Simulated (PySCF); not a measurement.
# C$_{8}$H$_{7}$ClP$_{2}$ (SMILES C=C/P=P/c1ccc(Cl)cc1): what the fields show

```
atom    x (Å)    y (Å)    z (Å)
   C   4.8367   0.2370  -0.4763
   C   3.6746  -0.3959  -0.3505
   P   2.1156   0.5043  -0.2381
   P   0.9079  -1.1333  -0.0803
   C  -0.7559  -0.4170   0.0466
   C  -1.0553   0.9453   0.0262
   C  -2.3592   1.3829   0.1294
   C  -3.3865   0.4579   0.2549
  Cl  -5.0189   1.0073   0.3840
   C  -3.1153  -0.9012   0.2775
   C  -1.8068  -1.3284   0.1735
   H   4.8926   1.3126  -0.5165
   H   5.7724  -0.2941  -0.5436
   H   3.6399  -1.4782  -0.3121
   H  -0.2586   1.6692  -0.0716
   H  -2.5838   2.4381   0.1131
   H  -3.9196  -1.6134   0.3752
   H  -1.5883  -2.3867   0.1902
```

Geometry: GFN2-xTB.

The calculation used PBE0/pcSseg-1, SCF density, gas phase, non-relativistic (PySCF 2.14.0).

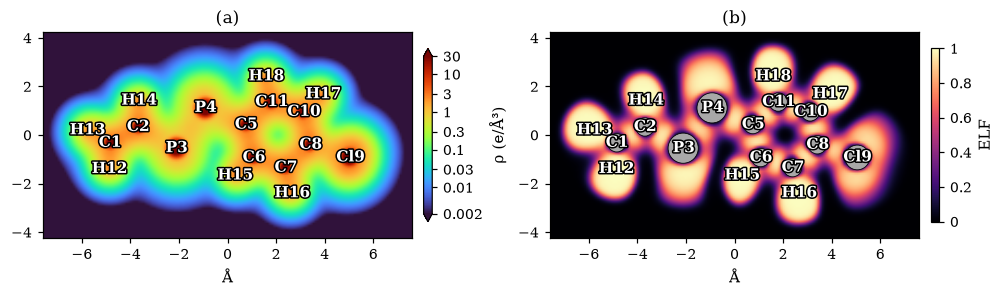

Figure 1. (a) electron density; (b) ELF on the molecular plane. Grey discs cover the atomic cores in the ELF map.

Question: What do the fields say about this system?

Answer:
- Atoms in the plane: C, P, Cl and H.
- C–C (1.33 Å): the density is about 2.3 e/Å³ at the midpoint; the ELF peaks at about 0.95 between the atoms: a multiple bond.
- C–Cl (1.73 Å): the density is about 1.5 e/Å³ at the midpoint; the ELF peaks at about 0.90 between the atoms: a shared electron pair.
- C–P (1.80 Å): the density is about 1.2 e/Å³ at the midpoint; the ELF peaks at about 0.95 between the atoms (a shared electron pair).
- P–P (2.04 Å): ρ is about 1 e/Å³ halfway; the ELF peaks at about 0.90 between the atoms, as expected for localised, covalent bonding.
- C–H (1.08 Å): ρ at the midpoint is about 2.1 e/Å³; the ELF climbs to about 1 towards the hydrogen, as it does in any bond to H; a covalent bond by its length.
- The ELF also peaks beside Cl9, P3 and P4, away from the bonds: lone-pair regions.

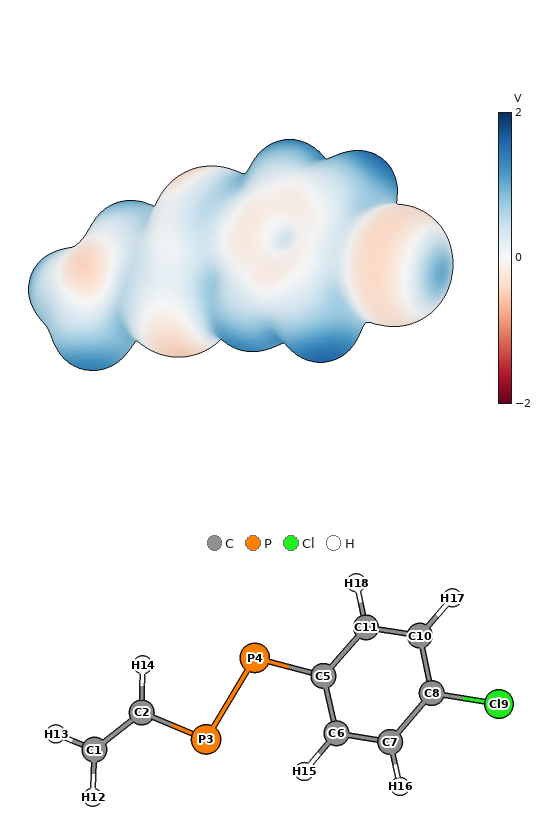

Figure 2. The electrostatic potential painted on the density surface at 0.004 e/bohr³, seen at a tilt; red is negative and blue positive. The bare structure is drawn below in the same view.

Question: Which sites attract a positive test charge, and which a negative one?

Answer: A positive charge is drawn to the negative regions and a negative charge to the positive ones. The most negative region (about −0.5 V) lies over P4, the most positive (about +1.5 V) over H16, H17 and H18. Cl9 shows a σ-hole: about +1.0 V at the tip opposite its bond, against about −0.3 V on its flanks.
